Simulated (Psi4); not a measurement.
# Excited-state calculation, with input and output: AlSiH4Cl

System: AlSiH4Cl, SMILES [SiH3][AlH][Cl].
Method: TDDFT (PBE)/6-31G, RKS (Psi4 1.11).

The geometry was optimised with PBE/6-31G.

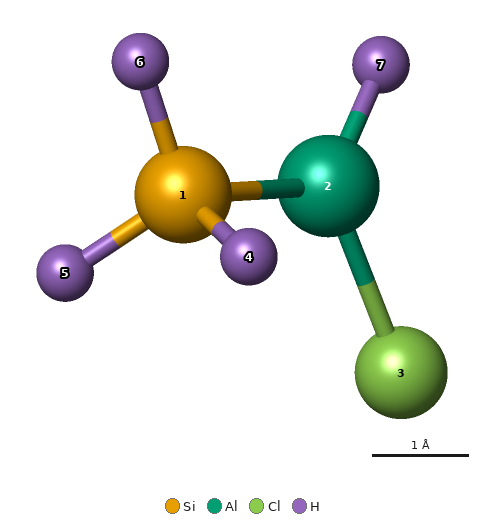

The input geometry (ball-and-stick view, seen at an oblique angle; atoms are numbered from 1 in the order of the input). Sticks mark near contacts.

## Summary

| quantity | value |
| --- | --- |
| outcome | converged |
| total energy | −993.982715 hartree |
| basis functions | 47 |
| HOMO | −6.88 eV |
| LUMO | −3.00 eV |
| dipole moment | 2.60 D |
| lowest excitation | 4.00 eV |
| hardware | 1 thread of Intel Xeon (Granite Rapids), 176 GiB of memory available, shared host |
| wall time | 9 s |
| peak memory | 0.38 GiB |

## The input (job.in)
```python
memory 1600 MB

molecule {
  0 1
  Si    -1.67723776     1.20580778    -0.56775121
  Al     2.04343078    -0.98811700     1.11855157
  Cl     3.44300163    -4.27219267    -1.09501503
  H     -3.90533258    -0.58499685    -0.75079008
  H     -1.14614157     2.21910917    -3.19368250
  H     -2.42702439     3.40345722     1.10832626
  H      3.68004510    -0.43112212     3.62465155
  units bohr
  symmetry c1
}

set globals {
  basis 6-31G
  save_jk true
}

from psi4.driver.procrouting.response.scf_response import tdscf_excitations
energy_value, wavefunction = energy('pbe', return_wfn=True)
states = tdscf_excitations(wavefunction, states=6, tda=False)
```

Launched with:
```bash
psi4 -n 1 job.in job.out
```

## Log
```
Psi4 1.11 release

   => Loading Basis Set <=

    Name: 6-31G
    Role: ORBITAL
    Keyword: BASIS

         ---------------------------------------------------------
                                   SCF
                              RKS Reference
                        1 Threads,   1525 MiB Core
         ---------------------------------------------------------

  ==> Geometry <==

    Molecular point group: c1
    Full point group: C1

    Geometry (in Bohr), charge = 0, multiplicity = 1:

       Center              X                  Y                   Z               Mass
    ------------   -----------------  -----------------  -----------------  -----------------
         SI          -3.005275484217     2.671105029272    -0.320829361927    27.976926534650
         AL           0.715393055783     0.477180249272     1.365473418073    26.981538530000
         CL           2.114963905783    -2.806895420728    -0.848093181927    34.968852682000
         H           -5.233370304217     0.880300399272    -0.503868231927     1.007825032230
         H           -2.474179294217     3.684406419272    -2.946760651927     1.007825032230
         H           -3.755062114217     4.868754469272     1.355248108073     1.007825032230
         H            2.352007375783     1.034175129272     3.871573398073     1.007825032230

  Running in c1 symmetry.

  Rotational constants: A =      0.41122  B =      0.06233  C =      0.05520 [cm^-1]
  Rotational constants: A =  12328.15399  B =   1868.50798  C =   1654.73444 [MHz]
  Nuclear repulsion =  160.342608863248955

  Charge       = 0
  Multiplicity = 1
  Electrons    = 48
  Nalpha       = 24
  Nbeta        = 24

  ==> Algorithm <==

  SCF Algorithm Type is DF.
  DIIS enabled.
  MOM disabled.
  Fractional occupation disabled.
  Guess Type is SAD.
  Energy threshold   = 1.00e-06
  Density threshold  = 1.00e-06
  Integral threshold = 1.00e-12

  ==> Primary Basis <==

  Basis Set: 6-31G
    Blend: 6-31G
    Number of shells: 29
    Number of basis functions: 47
    Number of Cartesian functions: 47
    Spherical Harmonics?: false
    Max angular momentum: 1

  ==> DFT Potential <==

   => LibXC <=

    Version 7.1.2

   => Composite Functional: PBE <=

    PBE GGA Exchange-Correlation Functional

    Deriv               =              1
    GGA                 =           TRUE
    Meta                =          FALSE

    Exchange Hybrid     =          FALSE
    MP2 Hybrid          =          FALSE

   => Exchange Functionals <=

    1.0000     XC_GGA_X_PBE

   => Correlation Functionals <=

    1.0000     XC_GGA_C_PBE

   => LibXC Density Thresholds  <==

    XC_GGA_C_PBE:  1.00E-12
    XC_GGA_X_PBE:  1.00E-15

   => Molecular Quadrature <=

    Radial Scheme          =       TREUTLER
    Pruning Scheme         =           NONE
    Nuclear Scheme         =       TREUTLER

    Blocking Scheme        =         OCTREE
    BS radius alpha        =              1
    Pruning alpha          =              1
    Radial Points          =             75
    Spherical Points       =            302
    Total Points           =         151893
    Total Blocks           =           1198
    Max Points             =            256
    Max Functions          =             45
    Weights Tolerance      =       1.00E-15

   => Loading Basis Set <=

    Name: (6-31G AUX)
    Role: JKFIT
    Keyword: DF_BASIS_SCF

  ==> Integral Setup <==

  DFHelper Memory: AOs need 0.010 GiB; user supplied 0.964 GiB.
  SCF_SUBTYPE=INCORE selected. In-core MEM_DF algorithm will be used.
  Using in-core AOs.

  ==> MemDFJK: Density-Fitted J/K Matrices <==

    J tasked:                   Yes
    K tasked:                    No
    wK tasked:                   No
    Memory [MiB]:               986
    Algorithm:                 Core
    Schwarz Cutoff:           1E-12
    Mask sparsity (%):       4.2553
    Fitting Condition:        1E-10

   => Auxiliary Basis Set <=

  Basis Set: (6-31G AUX)
    Blend: CC-PVDZ-JKFIT
    Number of shells: 144
    Number of basis functions: 490
    Number of Cartesian functions: 490
    Spherical Harmonics?: false
    Max angular momentum: 3

  Cached 100.0% of DFT collocation blocks in 0.154 [GiB].

  Minimum eigenvalue in the overlap matrix is 1.1940158491E-02.
  Reciprocal condition number of the overlap matrix is 2.9503082603E-03.
    Using symmetric orthogonalization.

  ==> Pre-Iterations <==

  SCF Guess: Superposition of Atomic Densities via on-the-fly atomic UHF (no occupation information).

   -------------------------
    Irrep   Nso     Nmo
   -------------------------
     A         47      47
   -------------------------
    Total      47      47
   -------------------------

  ==> Iterations <==

                           Total Energy        Delta E     RMS |[F,P]|

   @DF-RKS iter SAD:  -993.53849525684905   -9.93538e+02   0.00000e+00
   @DF-RKS iter   1:  -993.90159914600940   -3.63104e-01   6.66969e-03 DIIS/ADIIS
   @DF-RKS iter   2:  -993.85131015165462    5.02890e-02   8.94472e-03 DIIS/ADIIS
   @DF-RKS iter   3:  -993.97477968987835   -1.23470e-01   1.92074e-03 DIIS/ADIIS
   @DF-RKS iter   4:  -993.98216509744327   -7.38541e-03   5.55329e-04 DIIS/ADIIS
   @DF-RKS iter   5:  -993.98269513176615   -5.30034e-04   9.03202e-05 DIIS
   @DF-RKS iter   6:  -993.98271368598512   -1.85542e-05   2.28021e-05 DIIS
   @DF-RKS iter   7:  -993.98271496552081   -1.27954e-06   2.32452e-06 DIIS
   @DF-RKS iter   8:  -993.98271497665155   -1.11307e-08   5.70236e-07 DIIS
  Energy and wave function converged.

  ==> Post-Iterations <==

   Electrons on quadrature grid:
      Ntotal   =   47.9999877402 ; deviation = -1.226e-05

    Orbital Energies [Eh]
    ---------------------

    Doubly Occupied:

       1A   -100.643528     2A    -65.414698     3A    -55.443695
       4A     -9.159294     5A     -6.981014     6A     -6.975573
       7A     -6.973600     8A     -5.069654     9A     -3.992948
      10A     -3.479777    11A     -3.479710    12A     -3.479496
      13A     -2.599401    14A     -2.595366    15A     -2.591538
      16A     -0.730780    17A     -0.504663    18A     -0.389455
      19A     -0.329110    20A     -0.326862    21A     -0.309288
      22A     -0.290497    23A     -0.284002    24A     -0.252837

    Virtual:

      25A     -0.110368    26A     -0.050125    27A     -0.026608
      28A      0.035923    29A      0.036864    30A      0.051826
      31A      0.086904    32A      0.118945    33A      0.144335
      34A      0.149012    35A      0.169433    36A      0.201722
      37A      0.205683    38A      0.222038    39A      0.357824
      40A      0.431398    41A      0.449821    42A      0.503946
      43A      0.572733    44A      0.913103    45A      0.914338
      46A      0.929532    47A      0.958456

    Final Occupation by Irrep:
              A
    DOCC [    24 ]
    NA   [    24 ]
    NB   [    24 ]

  @DF-RKS Final Energy:  -993.98271497665155

   => Energetics <=

    Nuclear Repulsion Energy =            160.3426088632489552
    One-Electron Energy =               -1695.3610977187115623
    Two-Electron Energy =                 609.7816289345831819
    DFT Exchange-Correlation Energy =     -68.7458550557720258
    Empirical Dispersion Energy =           0.0000000000000000
    VV10 Nonlocal Energy =                  0.0000000000000000
    Total Energy =                       -993.9827149766515504

Computation Completed

Properties will be evaluated at   0.000000,   0.000000,   0.000000 [a0]

Properties computed using the SCF density matrix

 Multipole Moments:

 ------------------------------------------------------------------------------------
     Multipole            Electronic (a.u.)      Nuclear  (a.u.)        Total (a.u.)
 ------------------------------------------------------------------------------------

 L = 1.  Multiply by 2.5417464519 to convert [e a0] to [Debye]
 Dipole X            :          5.4877713           -5.9299650           -0.4421937
 Dipole Y            :         -5.5380227            6.3492279            0.8112052
 Dipole Z            :         -0.1811393            0.6181519            0.4370126
 Magnitude           :                                                    1.0220417

 ------------------------------------------------------------------------------------

	total time  =          2 seconds =       0.03 minutes

******************************************************************************************
**********                               WARNING                                **********
**********       The names of excited state variables changed between 1.5       **********
**********     and 1.6. For a quick solution, remove the symmetry specifier     **********
**********   from the variable name. For full details, see 'Notes on Psivars'   **********
**********                        in the documentation.                         **********
******************************************************************************************

         ---------------------------------------------------------
                         TDSCF excitation energies
         ---------------------------------------------------------

  ==> Options <==

     Residual threshold  : 1.0000e-04
     Initial guess       : denominators
     Reference           : RHF
     Solver type         : RPA (Hamiltonian)

  ==> Requested Excitations <==

      6 singlet states with A symmetry

  ==> Seeking the lowest 6 singlet states with A symmetry

                        Generalized Hamiltonian Solver

  ==> Options <==

    Max number of iterations        = 60
    Eigenvector tolerance           = 1.0000e-04
    Max number of expansion vectors = 1200

  => Iterations <=
                              Max[D[value]]     Max[|R|]   # vectors
  HamiltonianSolver iter   1:   2.22996e-01  1.14105e-01     24
  HamiltonianSolver iter   2:   6.91227e-03  2.71430e-02     30
  HamiltonianSolver iter   3:   2.64406e-04  6.21387e-03     42
  HamiltonianSolver iter   4:   8.09593e-06  1.89589e-03     54
  HamiltonianSolver iter   5:   6.48540e-07  6.74628e-04     66
  HamiltonianSolver iter   6:   4.42833e-08  2.73716e-04     76
  HamiltonianSolver iter   7:   4.32302e-09  1.15577e-04     82
  HamiltonianSolver iter   8:   5.68961e-10  6.04419e-05     84      Converged

******************************************************************************************
**********                               WARNING                                **********
**********  Length-gauge rotatory strengths are **NOT** gauge-origin invariant  **********
******************************************************************************************

                                    Excitation Energy         Total Energy        Oscillator Strength             Rotatory Strength
     #   Sym: GS->ES (Trans)        au              eV              au          au (length)    au (velocity)    au (length)    au (velocity)
    ---- -------------------- --------------- --------------- --------------- --------------- --------------- --------------- ---------------
     1        A->A (1 A)       0.14704         4.00126        -993.83567       0.0018          0.0013          0.0000          0.0001
     2        A->A (1 A)       0.18557         5.04952        -993.79715       0.0063          0.0040         -0.0001         -0.0000
     3        A->A (1 A)       0.19094         5.19578        -993.79177       0.0399          0.0074          0.0002          0.0001
     4        A->A (1 A)       0.20322         5.52996        -993.77949       0.0014          0.0007         -0.0002         -0.0002
     5        A->A (1 A)       0.21762         5.92175        -993.76509       0.0873          0.0880          0.0009          0.0009
     6        A->A (1 A)       0.22173         6.03370        -993.76098       0.0065          0.0051         -0.0004         -0.0006

Contributing excitations and de-excitations
Only contributions with abs(coeff) > 1.00e-01 will be printed:

Excited State    1 (1 A):   0.14704 au   309.86 nm f = 0.0018
  Sums of squares: Xssq =  1.000727e+00; Yssq =  7.272927e-04; Xssq - Yssq =  1.000000e+00
     24a  ->  25a    -0.995406 (99.083%)

Excited State    2 (1 A):   0.18557 au   245.54 nm f = 0.0063
  Sums of squares: Xssq =  1.000979e+00; Yssq =  9.791287e-04; Xssq - Yssq =  1.000000e+00
     22a  ->  25a     0.990242 (98.058%)

Excited State    3 (1 A):   0.19094 au   238.62 nm f = 0.0399
  Sums of squares: Xssq =  1.004728e+00; Yssq =  4.727655e-03; Xssq - Yssq =  1.000000e+00
     21a  ->  26a     0.149169 ( 2.225%)
     23a  ->  25a    -0.970397 (94.167%)
     24a  ->  26a    -0.123569 ( 1.527%)

Excited State    4 (1 A):   0.20322 au   224.20 nm f = 0.0014
  Sums of squares: Xssq =  1.000374e+00; Yssq =  3.739416e-04; Xssq - Yssq =  1.000000e+00
     21a  ->  25a    -0.995058 (99.014%)

Excited State    5 (1 A):   0.21762 au   209.37 nm f = 0.0873
  Sums of squares: Xssq =  1.002297e+00; Yssq =  2.296806e-03; Xssq - Yssq =  1.000000e+00
     20a  ->  25a     0.201154 ( 4.046%)
     22a  ->  26a    -0.194134 ( 3.769%)
     23a  ->  25a    -0.108495 ( 1.177%)
     24a  ->  26a     0.907618 (82.377%)
     24a  ->  27a    -0.256609 ( 6.585%)

Excited State    6 (1 A):   0.22173 au   205.49 nm f = 0.0065
  Sums of squares: Xssq =  1.000459e+00; Yssq =  4.586248e-04; Xssq - Yssq =  1.000000e+00
     19a  ->  25a    -0.992014 (98.409%)

******************************************************************************************
**********                               WARNING                                **********
**********       The names of excited state variables changed between 1.5       **********
**********     and 1.6. For a quick solution, remove the symmetry specifier     **********
**********   from the variable name. For full details, see 'Notes on Psivars'   **********
**********                        in the documentation.                         **********
******************************************************************************************

    Psi4 run time: 0:00:07.97
```

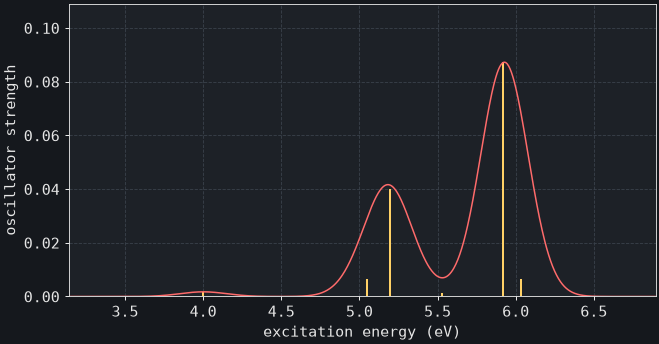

Computed excitations as sticks (degenerate states added up, dark ones marked on the axis), with a Gaussian envelope of 0.35 eV full width at half maximum, scaled to the tallest. Of the 6 states the lowest lies at 4.00 eV (f = 0.002); the strongest line is at 5.92 eV, or 209 nm (f = 0.087).

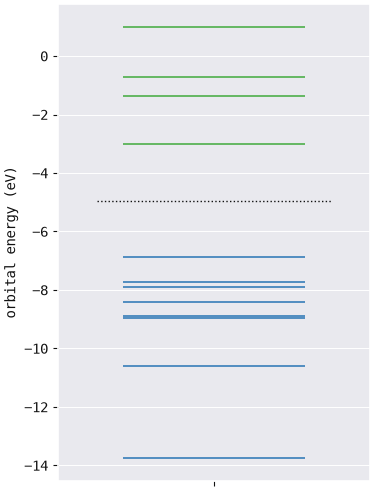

Orbital energies near the frontier; the dotted line parts filled from empty levels, and levels within 0.02 eV of each other stand side by side. Highest filled −6.88 eV, lowest empty −3.00 eV, 3.88 eV apart.
